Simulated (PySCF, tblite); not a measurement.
# CH4BFO2: geometry, infrared bands, NMR shifts and spin-spin couplings

Aim: predict the infrared bands, NMR shifts and spin-spin couplings of CH4BFO2 (`COB(O)F`).

The runs use tblite 0.8.0 and PySCF 2.14.0, with density-fitted response routines of our own; the level of theory stands in each step. All values are computed, except where a source is named. Atoms are numbered from 0 throughout.

### 1 The starting structure

9 atoms, charge 0, multiplicity 1; geometry from: force field or distance geometry start.

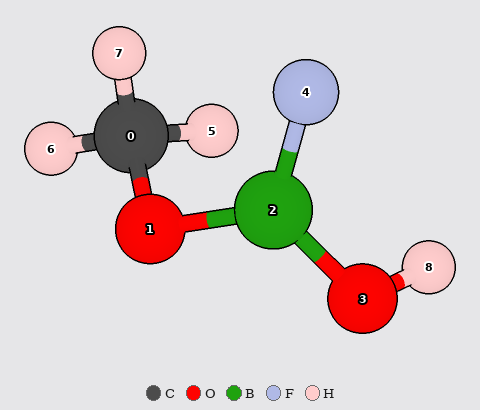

The starting geometry (carbon dark grey, oxygen red, boron green, fluorine light blue, hydrogen pink), atoms numbered; sticks join atoms by distance.

### 2 Relaxing the molecule with GFN2-xTB

What the job is given:

```
{"job": {"kind": "relax", "xc": "GFN2-xTB", "basis": "xTB"}, "charge": 0, "multiplicity": 1}
C     -1.186300    -0.401700     0.385800
O     -0.230500     0.075600     1.265200
B      0.820600     0.655600     0.415900
O      2.090400    -0.013700     0.412800
F      0.452900     1.630100    -0.602000
H     -0.656500    -0.973800    -0.392600
H     -1.927700    -1.063900     0.856800
H     -1.692600     0.510600    -0.014800
H      2.343300    -0.413100    -0.459100
```

Run with:

```console
$ OMP_NUM_THREADS=1 python probes_run.py task.json out
```

This one command runs all jobs of the session in turn.

**Question.** This job is followed by: GFN2-xTB harmonic vibrations, gas phase; GIAO PBE0/pcSseg-1 NMR shielding, non-relativistic, gas phase; B3LYP/pcJ-1 indirect spin-spin coupling, non-relativistic, gas phase. What will the session give for the following? strongest single infrared mode (GFN2-xTB); zero-point energy (GFN2-xTB); 13C shifts against TMS (PBE0/pcSseg-1); 1H shifts against TMS (PBE0/pcSseg-1, means over atoms taken as alike); 17O shifts against H2O (PBE0/pcSseg-1); 11B shifts against BF3·OEt2 (PBE0/pcSseg-1); 19F shifts against CFCl3 (PBE0/pcSseg-1); largest coupling of the table (B3LYP/pcJ-1).

**Answer**, as computed:

```
                                                              quantity                    value
                             strongest single infrared mode (GFN2-xTB)    1232 cm⁻¹, 370 km/mol
                                          zero-point energy (GFN2-xTB)            38.5 kcal/mol
                                13C shifts against TMS (PBE0/pcSseg-1)                 54.7 ppm
1H shifts against TMS (PBE0/pcSseg-1, means over atoms taken as alike)           4.02, 3.43 ppm
                                17O shifts against H2O (PBE0/pcSseg-1)           82.5, 62.3 ppm
                           11B shifts against BF3·OEt2 (PBE0/pcSseg-1)                 14.5 ppm
                              19F shifts against CFCl3 (PBE0/pcSseg-1)               -142.4 ppm
                           largest coupling of the table (B3LYP/pcJ-1)  1J(C,H) C0–H5, 149.3 Hz
```

**Reading.** Relaxing lowered the energy by 1.656 eV in 75 steps; the close pair that moved most is O1–B2, from 1.471 to 1.330 Å. No mode is imaginary among the 21: a minimum at this level. The strongest single mode, at 1232 cm⁻¹, moves mainly B2. GFN2-xTB is a fitted tight-binding method: band positions and strengths are rough. Its intensities can rank the bands wrongly. H5, H6, H7 (mean) (hydrogen on a methyl carbon bonded to O) lies farthest downfield among hydrogen, at 4.02 ppm; its carbon carries O, which withdraws density. At PBE0/pcSseg-1: The widest tensor belongs to F4: span 201 ppm, with a paramagnetic part of -159 ppm. In the run at B3LYP/pcJ-1, the largest coupling of the table is C0–H5 (mean over like pairs), 149.3 Hz, of which the Fermi-contact term gives 148.2 Hz. Couplings across rotatable bonds belong to this one conformer; where others are populated, the observed values are averages.
